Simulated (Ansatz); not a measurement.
Molecular dynamics, with input and output: C$_{3}$H$_{4}$ClF (part 1 of 3)

The run: molecular dynamics of C$_{3}$H$_{4}$ClF. Method and program: UKS PBE/def2-SVP (Ansatz 0.2.0).

It belongs to a series of runs on one base structure; here: dynamics from the highest image of the converged band.

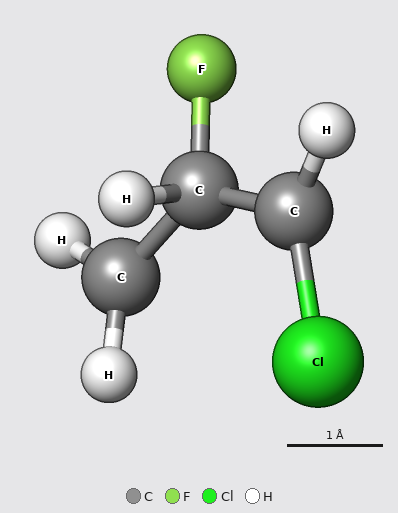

The structure as given in the input (ball-and-stick view, seen at a tilt). Bond lengths as drawn: C–C 1.43 to 1.45 Å, C–Cl 1.72 Å, C–F 1.36 Å and C–H 1.10 to 1.18 Å.

## Results in brief

| quantity | value |
| --- | --- |
| outcome | finished |
| mean temperature over the second half | 1904 K |
| trajectory | 140 steps, 70 fs |
| ensemble | nve |
| temperature in the input | 300.0 K |
| time step | 0.5 fs |
| potential energy (last step) | −18393.8481 eV |
| mean-field energy (last step) | −18393.8481 eV |
| largest force (length of the vector) (last step) | 3.407 eV/Å |
| hardware | 2 threads of Arm Neoverse N1, 16 GiB of memory available, shared host |
| wall time | 11 min (CPU time 21 min) |
| peak memory | 0.22 GiB |

So short a trajectory is not equilibrated.

## The input
```yaml
crystal:
  periodic: [false, false, false]
  atoms:
    - { symbol: C, position_ang: [-0.568644, 0.884909, 0.817446] }
    - { symbol: C, position_ang: [0.414871, 0.033478, 0.228038] }
    - { symbol: F, position_ang: [1.574207, -0.10994, 0.927799] }
    - { symbol: C, position_ang: [0.497735, -0.550483, -1.098315] }
    - { symbol: Cl, position_ang: [-0.796579, -0.340886, -2.216235] }
    - { symbol: H, position_ang: [-0.369987, 1.294267, 1.815757] }
    - { symbol: H, position_ang: [-1.552842, 0.987548, 0.344569] }
    - { symbol: H, position_ang: [-0.312355, -0.871643, 0.44318] }
    - { symbol: H, position_ang: [1.201893, -1.373451, -1.27934] }
magnetization:
  spin_polarized: true
basis:
  gaussian: { orbitals: def2-SVP }
hamiltonian:
  xc: pbe
md:
  timestep: 0.5
  n_steps: 140
  ensemble: nve
  temperature: 300.0
  initial_velocities: maxwell_boltzmann
  seed: 5426
```

Launch command:
```bash
ansatz run input.yaml --threads 2 --pin off --max-ram 3072MiB --backend cpu --events-out ev --progress --plain --runs-dir out
```

## What the program printed
```
Engine: ansatz 0.2.0, aarch64-unknown-linux-gnu
Functional definition: PBE
  parameter kappa = 0.804
  parameter beta = 0.06672455060314922
  exchange = pbe_x(kappa = kappa, mu = beta*pi^2/3)
  correlation = pbe_c(beta = beta)
1049 factors; their error is unknown
mean field evaluation 1: about -18380.5191 eV, gradient 4.4e1 eV
mean field evaluation 2: about -18355.5237 eV, gradient 7.0e1 eV
mean field evaluation 4: about -18387.5011 eV, gradient 2.5e1 eV
mean field evaluation 8: about -18391.5587 eV, gradient 1.9e-1 eV
mean field evaluation 16: about -18391.4886 eV, gradient 1.8e-3 eV
mean field -18391.48863331 eV, -675.8747410753 hartree, gradient 5.7e-6 eV, S^2 0.000000; 1 other end points of the search recorded, 0 dependent functions left out
the calculation of the forces begins
reference -18391.48866034 eV, -675.8747420686 hartree; 24, 24 occupied and 70, 70 virtual orbitals, 1049 factors
md step     0: t =     0.00 fs  T =   300.0 K  F+E_penalty+E_count = -18391.48863331 eV  E_kin = 0.271446 eV  conserved = -18391.21718731 eV  (58 SCF iters)
these checks for a lower state are left out or cut short: starts, cluster_reference, orbital_swaps, neighbouring_geometries, increment
1049 factors; their error is unknown
mean field evaluation 32: about -18391.5500 eV, gradient 7.2e-1 eV
mean field -18391.48310506 eV, -675.8745379159 hartree, gradient 2.0e-6 eV, S^2 0.000000; 0 other end points of the search recorded, 0 dependent functions left out
the calculation of the forces begins
reference -18391.48313210 eV, -675.8745389097 hartree; 24, 24 occupied and 70, 70 virtual orbitals, 1049 factors
md step     1: t =     0.50 fs  T =   293.9 K  F+E_penalty+E_count = -18391.48310506 eV  E_kin = 0.265970 eV  conserved = -18391.21713515 eV  (51 SCF iters)
[... from here on the SCF iterations and repeated set-up lines of each step are left out, up to the last step ...]
md step     2: t =     1.00 fs  T =   276.1 K  F+E_penalty+E_count = -18391.46670008 eV  E_kin = 0.249865 eV  conserved = -18391.21683510 eV  (50 SCF iters)
md step     3: t =     1.50 fs  T =   251.9 K  F+E_penalty+E_count = -18391.44430977 eV  E_kin = 0.227938 eV  conserved = -18391.21637160 eV  (47 SCF iters)
md step     4: t =     2.00 fs  T =   229.1 K  F+E_penalty+E_count = -18391.42322770 eV  E_kin = 0.207291 eV  conserved = -18391.21593623 eV  (50 SCF iters)
md step     5: t =     2.50 fs  T =   214.9 K  F+E_penalty+E_count = -18391.41019746 eV  E_kin = 0.194461 eV  conserved = -18391.21573651 eV  (47 SCF iters)
md step     6: t =     3.00 fs  T =   212.7 K  F+E_penalty+E_count = -18391.40829406 eV  E_kin = 0.192430 eV  conserved = -18391.21586358 eV  (47 SCF iters)
md step     7: t =     3.50 fs  T =   220.3 K  F+E_penalty+E_count = -18391.41556441 eV  E_kin = 0.199335 eV  conserved = -18391.21622954 eV  (49 SCF iters)
md step     8: t =     4.00 fs  T =   231.8 K  F+E_penalty+E_count = -18391.42632944 eV  E_kin = 0.209697 eV  conserved = -18391.21663251 eV  (48 SCF iters)
md step     9: t =     4.50 fs  T =   240.2 K  F+E_penalty+E_count = -18391.43421645 eV  E_kin = 0.217330 eV  conserved = -18391.21688627 eV  (53 SCF iters)
md step    10: t =     5.00 fs  T =   241.1 K  F+E_penalty+E_count = -18391.43503390 eV  E_kin = 0.218127 eV  conserved = -18391.21690675 eV  (52 SCF iters)
md step    11: t =     5.50 fs  T =   233.7 K  F+E_penalty+E_count = -18391.42816136 eV  E_kin = 0.211446 eV  conserved = -18391.21671567 eV  (53 SCF iters)
md step    12: t =     6.00 fs  T =   221.0 K  F+E_penalty+E_count = -18391.41631942 eV  E_kin = 0.199924 eV  conserved = -18391.21639568 eV  (39 SCF iters)
md step    13: t =     6.50 fs  T =   208.1 K  F+E_penalty+E_count = -18391.40434868 eV  E_kin = 0.188307 eV  conserved = -18391.21604163 eV  (38 SCF iters)
md step    14: t =     7.00 fs  T =   201.1 K  F+E_penalty+E_count = -18391.39772631 eV  E_kin = 0.181993 eV  conserved = -18391.21573293 eV  (38 SCF iters)
md step    15: t =     7.50 fs  T =   205.3 K  F+E_penalty+E_count = -18391.40128462 eV  E_kin = 0.185763 eV  conserved = -18391.21552209 eV  (38 SCF iters)
md step    16: t =     8.00 fs  T =   224.2 K  F+E_penalty+E_count = -18391.41833230 eV  E_kin = 0.202897 eV  conserved = -18391.21543573 eV  (37 SCF iters)
md step    17: t =     8.50 fs  T =   259.4 K  F+E_penalty+E_count = -18391.45021337 eV  E_kin = 0.234740 eV  conserved = -18391.21547334 eV  (37 SCF iters)
md step    18: t =     9.00 fs  T =   310.2 K  F+E_penalty+E_count = -18391.49631135 eV  E_kin = 0.280704 eV  conserved = -18391.21560774 eV  (36 SCF iters)
md step    19: t =     9.50 fs  T =   374.4 K  F+E_penalty+E_count = -18391.55450998 eV  E_kin = 0.338728 eV  conserved = -18391.21578176 eV  (36 SCF iters)
md step    20: t =    10.00 fs  T =   449.0 K  F+E_penalty+E_count = -18391.62214342 eV  E_kin = 0.406235 eV  conserved = -18391.21590853 eV  (36 SCF iters)
md step    21: t =    10.50 fs  T =   532.2 K  F+E_penalty+E_count = -18391.69740974 eV  E_kin = 0.481527 eV  conserved = -18391.21588290 eV  (35 SCF iters)
md step    22: t =    11.00 fs  T =   624.9 K  F+E_penalty+E_count = -18391.78103352 eV  E_kin = 0.565417 eV  conserved = -18391.21561682 eV  (34 SCF iters)
md step    23: t =    11.50 fs  T =   732.2 K  F+E_penalty+E_count = -18391.87761617 eV  E_kin = 0.662516 eV  conserved = -18391.21510008 eV  (34 SCF iters)
md step    24: t =    12.00 fs  T =   863.5 K  F+E_penalty+E_count = -18391.99576388 eV  E_kin = 0.781300 eV  conserved = -18391.21446381 eV  (34 SCF iters)
md step    25: t =    12.50 fs  T =  1030.2 K  F+E_penalty+E_count = -18392.14609969 eV  E_kin = 0.932101 eV  conserved = -18391.21399857 eV  (34 SCF iters)
md step    26: t =    13.00 fs  T =  1241.1 K  F+E_penalty+E_count = -18392.33700914 eV  E_kin = 1.122935 eV  conserved = -18391.21407366 eV  (34 SCF iters)
md step    27: t =    13.50 fs  T =  1496.8 K  F+E_penalty+E_count = -18392.56934632 eV  E_kin = 1.354371 eV  conserved = -18391.21497547 eV  (33 SCF iters)
md step    28: t =    14.00 fs  T =  1785.7 K  F+E_penalty+E_count = -18392.83245589 eV  E_kin = 1.615736 eV  conserved = -18391.21671950 eV  (34 SCF iters)
md step    29: t =    14.50 fs  T =  2083.5 K  F+E_penalty+E_count = -18393.10410999 eV  E_kin = 1.885215 eV  conserved = -18391.21889485 eV  (33 SCF iters)
md step    30: t =    15.00 fs  T =  2360.4 K  F+E_penalty+E_count = -18393.35636566 eV  E_kin = 2.135736 eV  conserved = -18391.22062986 eV  (33 SCF iters)
md step    31: t =    15.50 fs  T =  2593.2 K  F+E_penalty+E_count = -18393.56734801 eV  E_kin = 2.346376 eV  conserved = -18391.22097227 eV  (33 SCF iters)
md step    32: t =    16.00 fs  T =  2777.8 K  F+E_penalty+E_count = -18393.73326185 eV  E_kin = 2.513364 eV  conserved = -18391.21989769 eV  (33 SCF iters)
md step    33: t =    16.50 fs  T =  2927.5 K  F+E_penalty+E_count = -18393.86780647 eV  E_kin = 2.648871 eV  conserved = -18391.21893528 eV  (33 SCF iters)
md step    34: t =    17.00 fs  T =  3053.6 K  F+E_penalty+E_count = -18393.98270529 eV  E_kin = 2.762997 eV  conserved = -18391.21970821 eV  (33 SCF iters)
md step    35: t =    17.50 fs  T =  3146.0 K  F+E_penalty+E_count = -18394.06828182 eV  E_kin = 2.846535 eV  conserved = -18391.22174668 eV  (33 SCF iters)
md step    36: t =    18.00 fs  T =  3179.0 K  F+E_penalty+E_count = -18394.09956304 eV  E_kin = 2.876418 eV  conserved = -18391.22314512 eV  (33 SCF iters)
md step    37: t =    18.50 fs  T =  3135.3 K  F+E_penalty+E_count = -18394.05984799 eV  E_kin = 2.836918 eV  conserved = -18391.22292979 eV  (33 SCF iters)
md step    38: t =    19.00 fs  T =  3019.3 K  F+E_penalty+E_count = -18393.95345821 eV  E_kin = 2.731903 eV  conserved = -18391.22155481 eV  (32 SCF iters)
md step    39: t =    19.50 fs  T =  2851.8 K  F+E_penalty+E_count = -18393.80025427 eV  E_kin = 2.580347 eV  conserved = -18391.21990744 eV  (33 SCF iters)
md step    40: t =    20.00 fs  T =  2658.3 K  F+E_penalty+E_count = -18393.62382639 eV  E_kin = 2.405251 eV  conserved = -18391.21857511 eV  (35 SCF iters)
md step    41: t =    20.50 fs  T =  2459.7 K  F+E_penalty+E_count = -18393.44332555 eV  E_kin = 2.225595 eV  conserved = -18391.21773066 eV  (35 SCF iters)
md step    42: t =    21.00 fs  T =  2269.6 K  F+E_penalty+E_count = -18393.27090477 eV  E_kin = 2.053607 eV  conserved = -18391.21729755 eV  (33 SCF iters)
md step    43: t =    21.50 fs  T =  2095.1 K  F+E_penalty+E_count = -18393.11275562 eV  E_kin = 1.895650 eV  conserved = -18391.21710602 eV  (34 SCF iters)
md step    44: t =    22.00 fs  T =  1939.1 K  F+E_penalty+E_count = -18392.97153368 eV  E_kin = 1.754541 eV  conserved = -18391.21699250 eV  (34 SCF iters)
md step    45: t =    22.50 fs  T =  1803.6 K  F+E_penalty+E_count = -18392.84874992 eV  E_kin = 1.631902 eV  conserved = -18391.21684761 eV  (33 SCF iters)
md step    46: t =    23.00 fs  T =  1690.7 K  F+E_penalty+E_count = -18392.74639491 eV  E_kin = 1.529760 eV  conserved = -18391.21663465 eV  (34 SCF iters)
md step    47: t =    23.50 fs  T =  1603.8 K  F+E_penalty+E_count = -18392.66752648 eV  E_kin = 1.451149 eV  conserved = -18391.21637745 eV  (34 SCF iters)
md step    48: t =    24.00 fs  T =  1547.1 K  F+E_penalty+E_count = -18392.61596403 eV  E_kin = 1.399831 eV  conserved = -18391.21613268 eV  (34 SCF iters)
md step    49: t =    24.50 fs  T =  1524.6 K  F+E_penalty+E_count = -18392.59548318 eV  E_kin = 1.379518 eV  conserved = -18391.21596511 eV  (34 SCF iters)
md step    50: t =    25.00 fs  T =  1539.4 K  F+E_penalty+E_count = -18392.60885329 eV  E_kin = 1.392900 eV  conserved = -18391.21595317 eV  (34 SCF iters)
md step    51: t =    25.50 fs  T =  1591.9 K  F+E_penalty+E_count = -18392.65663056 eV  E_kin = 1.440390 eV  conserved = -18391.21624049 eV  (35 SCF iters)
md step    52: t =    26.00 fs  T =  1677.6 K  F+E_penalty+E_count = -18392.73502270 eV  E_kin = 1.517908 eV  conserved = -18391.21711436 eV  (34 SCF iters)
md step    53: t =    26.50 fs  T =  1782.4 K  F+E_penalty+E_count = -18392.83181558 eV  E_kin = 1.612749 eV  conserved = -18391.21906654 eV  (34 SCF iters)
md step    54: t =    27.00 fs  T =  1875.6 K  F+E_penalty+E_count = -18392.91981150 eV  E_kin = 1.697099 eV  conserved = -18391.22271219 eV  (35 SCF iters)
md step    55: t =    27.50 fs  T =  1902.6 K  F+E_penalty+E_count = -18392.94972909 eV  E_kin = 1.721504 eV  conserved = -18391.22822554 eV  (35 SCF iters)
md step    56: t =    28.00 fs  T =  1788.7 K  F+E_penalty+E_count = -18392.85213310 eV  E_kin = 1.618429 eV  conserved = -18391.23370450 eV  (34 SCF iters)
md step    57: t =    28.50 fs  T =  1480.2 K  F+E_penalty+E_count = -18392.57234969 eV  E_kin = 1.339343 eV  conserved = -18391.23300701 eV  (35 SCF iters)
md step    58: t =    29.00 fs  T =  1041.0 K  F+E_penalty+E_count = -18392.16112028 eV  E_kin = 0.941923 eV  conserved = -18391.21919776 eV  (35 SCF iters)
md step    59: t =    29.50 fs  T =   720.2 K  F+E_penalty+E_count = -18391.85232844 eV  E_kin = 0.651668 eV  conserved = -18391.20066091 eV  (36 SCF iters)
md step    60: t =    30.00 fs  T =   791.3 K  F+E_penalty+E_count = -18391.91743334 eV  E_kin = 0.715954 eV  conserved = -18391.20147929 eV  (36 SCF iters)
md step    61: t =    30.50 fs  T =  1241.6 K  F+E_penalty+E_count = -18392.34429916 eV  E_kin = 1.123462 eV  conserved = -18391.22083708 eV  (34 SCF iters)
md step    62: t =    31.00 fs  T =  1783.4 K  F+E_penalty+E_count = -18392.84812957 eV  E_kin = 1.613671 eV  conserved = -18391.23445880 eV  (35 SCF iters)
md step    63: t =    31.50 fs  T =  2168.5 K  F+E_penalty+E_count = -18393.19692095 eV  E_kin = 1.962140 eV  conserved = -18391.23478096 eV  (35 SCF iters)
md step    64: t =    32.00 fs  T =  2339.8 K  F+E_penalty+E_count = -18393.34608902 eV  E_kin = 2.117079 eV  conserved = -18391.22901050 eV  (33 SCF iters)
md step    65: t =    32.50 fs  T =  2356.7 K  F+E_penalty+E_count = -18393.35562353 eV  E_kin = 2.132395 eV  conserved = -18391.22322839 eV  (34 SCF iters)
md step    66: t =    33.00 fs  T =  2299.1 K  F+E_penalty+E_count = -18393.29963171 eV  E_kin = 2.080292 eV  conserved = -18391.21933949 eV  (34 SCF iters)
md step    67: t =    33.50 fs  T =  2225.9 K  F+E_penalty+E_count = -18393.23134674 eV  E_kin = 2.014078 eV  conserved = -18391.21726876 eV  (33 SCF iters)
md step    68: t =    34.00 fs  T =  2170.0 K  F+E_penalty+E_count = -18393.17992374 eV  E_kin = 1.963436 eV  conserved = -18391.21648812 eV  (34 SCF iters)
md step    69: t =    34.50 fs  T =  2144.0 K  F+E_penalty+E_count = -18393.15642506 eV  E_kin = 1.939933 eV  conserved = -18391.21649215 eV  (34 SCF iters)
md step    70: t =    35.00 fs  T =  2148.3 K  F+E_penalty+E_count = -18393.16066907 eV  E_kin = 1.943802 eV  conserved = -18391.21686755 eV  (34 SCF iters)
md step    71: t =    35.50 fs  T =  2177.0 K  F+E_penalty+E_count = -18393.18713423 eV  E_kin = 1.969830 eV  conserved = -18391.21730386 eV  (35 SCF iters)
md step    72: t =    36.00 fs  T =  2223.5 K  F+E_penalty+E_count = -18393.22947868 eV  E_kin = 2.011868 eV  conserved = -18391.21761026 eV  (33 SCF iters)
md step    73: t =    36.50 fs  T =  2282.9 K  F+E_penalty+E_count = -18393.28334266 eV  E_kin = 2.065622 eV  conserved = -18391.21772079 eV  (34 SCF iters)
md step    74: t =    37.00 fs  T =  2353.7 K  F+E_penalty+E_count = -18393.34733085 eV  E_kin = 2.129655 eV  conserved = -18391.21767604 eV  (35 SCF iters)
md step    75: t =    37.50 fs  T =  2436.7 K  F+E_penalty+E_count = -18393.42240045 eV  E_kin = 2.204801 eV  conserved = -18391.21759939 eV  (34 SCF iters)
md step    76: t =    38.00 fs  T =  2533.5 K  F+E_penalty+E_count = -18393.51000777 eV  E_kin = 2.292328 eV  conserved = -18391.21767939 eV  (34 SCF iters)
md step    77: t =    38.50 fs  T =  2642.7 K  F+E_penalty+E_count = -18393.60929182 eV  E_kin = 2.391126 eV  conserved = -18391.21816543 eV  (34 SCF iters)
md step    78: t =    39.00 fs  T =  2756.4 K  F+E_penalty+E_count = -18393.71342988 eV  E_kin = 2.494070 eV  conserved = -18391.21936009 eV  (34 SCF iters)
md step    79: t =    39.50 fs  T =  2855.7 K  F+E_penalty+E_count = -18393.80542594 eV  E_kin = 2.583874 eV  conserved = -18391.22155198 eV  (34 SCF iters)
md step    80: t =    40.00 fs  T =  2906.5 K  F+E_penalty+E_count = -18393.85457549 eV  E_kin = 2.629816 eV  conserved = -18391.22475947 eV  (33 SCF iters)
md step    81: t =    40.50 fs  T =  2862.0 K  F+E_penalty+E_count = -18393.81770557 eV  E_kin = 2.589596 eV  conserved = -18391.22810934 eV  (33 SCF iters)
md step    82: t =    41.00 fs  T =  2680.1 K  F+E_penalty+E_count = -18393.65405791 eV  E_kin = 2.424976 eV  conserved = -18391.22908189 eV  (33 SCF iters)
md step    83: t =    41.50 fs  T =  2362.7 K  F+E_penalty+E_count = -18393.36222283 eV  E_kin = 2.137795 eV  conserved = -18391.22442793 eV  (34 SCF iters)
md step    84: t =    42.00 fs  T =  1996.1 K  F+E_penalty+E_count = -18393.02121097 eV  E_kin = 1.806142 eV  conserved = -18391.21506893 eV  (34 SCF iters)
md step    85: t =    42.50 fs  T =  1723.1 K  F+E_penalty+E_count = -18392.76858138 eV  E_kin = 1.559090 eV  conserved = -18391.20949089 eV  (34 SCF iters)
md step    86: t =    43.00 fs  T =  1624.3 K  F+E_penalty+E_count = -18392.68343667 eV  E_kin = 1.469680 eV  conserved = -18391.21375687 eV  (34 SCF iters)
md step    87: t =    43.50 fs  T =  1641.9 K  F+E_penalty+E_count = -18392.70743882 eV  E_kin = 1.485655 eV  conserved = -18391.22178422 eV  (33 SCF iters)
md step    88: t =    44.00 fs  T =  1654.2 K  F+E_penalty+E_count = -18392.72217844 eV  E_kin = 1.496713 eV  conserved = -18391.22546508 eV  (35 SCF iters)
md step    89: t =    44.50 fs  T =  1588.8 K  F+E_penalty+E_count = -18392.66174070 eV  E_kin = 1.437623 eV  conserved = -18391.22411805 eV  (34 SCF iters)
md step    90: t =    45.00 fs  T =  1449.0 K  F+E_penalty+E_count = -18392.53204113 eV  E_kin = 1.311073 eV  conserved = -18391.22096841 eV  (36 SCF iters)
md step    91: t =    45.50 fs  T =  1272.8 K  F+E_penalty+E_count = -18392.37008263 eV  E_kin = 1.151658 eV  conserved = -18391.21842497 eV  (36 SCF iters)
md step    92: t =    46.00 fs  T =  1095.7 K  F+E_penalty+E_count = -18392.20852967 eV  E_kin = 0.991388 eV  conserved = -18391.21714162 eV  (37 SCF iters)
md step    93: t =    46.50 fs  T =   936.4 K  F+E_penalty+E_count = -18392.06401729 eV  E_kin = 0.847251 eV  conserved = -18391.21676629 eV  (37 SCF iters)
md step    94: t =    47.00 fs  T =   800.3 K  F+E_penalty+E_count = -18391.94081351 eV  E_kin = 0.724099 eV  conserved = -18391.21671414 eV  (36 SCF iters)
md step    95: t =    47.50 fs  T =   687.7 K  F+E_penalty+E_count = -18391.83882177 eV  E_kin = 0.622251 eV  conserved = -18391.21657030 eV  (36 SCF iters)
md step    96: t =    48.00 fs  T =   600.6 K  F+E_penalty+E_count = -18391.75961417 eV  E_kin = 0.543430 eV  conserved = -18391.21618369 eV  (37 SCF iters)
md step    97: t =    48.50 fs  T =   545.0 K  F+E_penalty+E_count = -18391.70873740 eV  E_kin = 0.493140 eV  conserved = -18391.21559747 eV  (37 SCF iters)
md step    98: t =    49.00 fs  T =   530.7 K  F+E_penalty+E_count = -18391.69509408 eV  E_kin = 0.480152 eV  conserved = -18391.21494172 eV  (36 SCF iters)
md step    99: t =    49.50 fs  T =   568.7 K  F+E_penalty+E_count = -18391.72891890 eV  E_kin = 0.514561 eV  conserved = -18391.21435800 eV  (36 SCF iters)
md step   100: t =    50.00 fs  T =   669.2 K  F+E_penalty+E_count = -18391.81950943 eV  E_kin = 0.605541 eV  conserved = -18391.21396841 eV  (36 SCF iters)
md step   101: t =    50.50 fs  T =   839.2 K  F+E_penalty+E_count = -18391.97323249 eV  E_kin = 0.759355 eV  conserved = -18391.21387741 eV  (37 SCF iters)
md step   102: t =    51.00 fs  T =  1080.5 K  F+E_penalty+E_count = -18392.19183291 eV  E_kin = 0.977644 eV  conserved = -18391.21418922 eV  (37 SCF iters)
md step   103: t =    51.50 fs  T =  1387.9 K  F+E_penalty+E_count = -18392.47083018 eV  E_kin = 1.255806 eV  conserved = -18391.21502423 eV  (36 SCF iters)
md step   104: t =    52.00 fs  T =  1747.6 K  F+E_penalty+E_count = -18392.79778872 eV  E_kin = 1.581269 eV  conserved = -18391.21651996 eV  (34 SCF iters)
md step   105: t =    52.50 fs  T =  2134.9 K  F+E_penalty+E_count = -18393.15049612 eV  E_kin = 1.931710 eV  conserved = -18391.21878612 eV  (35 SCF iters)
md step   106: t =    53.00 fs  T =  2513.2 K  F+E_penalty+E_count = -18393.49577036 eV  E_kin = 2.274004 eV  conserved = -18391.22176595 eV  (32 SCF iters)
md step   107: t =    53.50 fs  T =  2836.0 K  F+E_penalty+E_count = -18393.79101902 eV  E_kin = 2.566087 eV  conserved = -18391.22493195 eV  (35 SCF iters)
md step   108: t =    54.00 fs  T =  3056.8 K  F+E_penalty+E_count = -18393.99278623 eV  E_kin = 2.765861 eV  conserved = -18391.22692569 eV  (35 SCF iters)
md step   109: t =    54.50 fs  T =  3150.8 K  F+E_penalty+E_count = -18394.07666273 eV  E_kin = 2.850894 eV  conserved = -18391.22576840 eV  (34 SCF iters)
md step   110: t =    55.00 fs  T =  3142.0 K  F+E_penalty+E_count = -18394.06367912 eV  E_kin = 2.842906 eV  conserved = -18391.22077341 eV  (34 SCF iters)
md step   111: t =    55.50 fs  T =  3106.5 K  F+E_penalty+E_count = -18394.02601553 eV  E_kin = 2.810844 eV  conserved = -18391.21517194 eV  (34 SCF iters)
md step   112: t =    56.00 fs  T =  3123.9 K  F+E_penalty+E_count = -18394.04074316 eV  E_kin = 2.826523 eV  conserved = -18391.21422046 eV  (33 SCF iters)
md step   113: t =    56.50 fs  T =  3207.4 K  F+E_penalty+E_count = -18394.12073703 eV  E_kin = 2.902145 eV  conserved = -18391.21859161 eV  (33 SCF iters)
md step   114: t =    57.00 fs  T =  3295.3 K  F+E_penalty+E_count = -18394.20537617 eV  E_kin = 2.981629 eV  conserved = -18391.22374737 eV  (34 SCF iters)
md step   115: t =    57.50 fs  T =  3308.4 K  F+E_penalty+E_count = -18394.21964512 eV  E_kin = 2.993544 eV  conserved = -18391.22610146 eV  (34 SCF iters)
md step   116: t =    58.00 fs  T =  3204.8 K  F+E_penalty+E_count = -18394.12533045 eV  E_kin = 2.899788 eV  conserved = -18391.22554222 eV  (34 SCF iters)
```
